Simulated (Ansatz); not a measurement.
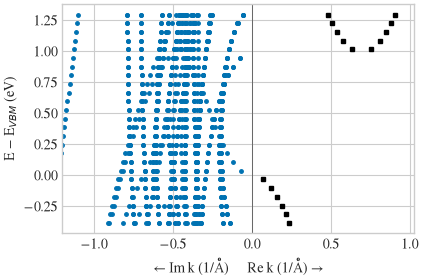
Complex bands at the centre of the two-dimensional zone; r2SCAN (Ansatz, an electronic-structure program)

The gap is the functional's own. No spin-orbit coupling. Mid-gap values are interpolated on the energy grid.

Question: This is WS2 (P6_3/mmc, 6 atoms a cell, 17.4 Å³ an atom, 2 GPa at this level) along the normal of (110). Read off the slowest decay at the centre of the two-dimensional zone at 0.53 eV, the computed energy nearest the middle of the gap.

Answer: κ ≈ 0.19 1/Å, a decay length 1/(2κ) of the density of 2.6 Å.
